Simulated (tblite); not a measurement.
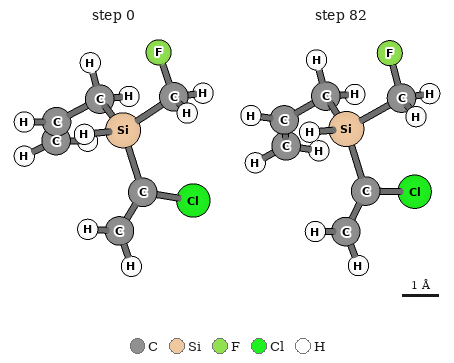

The structure of C6H10ClFSi before (left) and after (right) a relaxation, at one scale.

The picture is a ball-and-stick view, seen from a free direction.

Computed with tblite 0.8.0, GFN2-xTB geometry optimisation, gas phase. 

What changed between the two?

After 82 geometry steps the energy has fallen by 0.173 eV. The largest move after the best rigid fit is that of an H atom, 0.36 Å. By element the largest moves are H 0.36 Å, Cl 0.30 Å, C 0.21 Å, F 0.17 Å, Si 0.11 Å. Some distances before and after: C–Si 1.859 → 1.921 Å, C–C 1.356 → 1.320 Å, C–Cl 1.759 → 1.739 Å, C–F 1.365 → 1.381 Å. Bond angles that change, for instance: Si–C–Cl 119.9° → 113.0°, Si–C–C 122.6° → 127.6°, C–Si–H 109.3° → 112.9°.
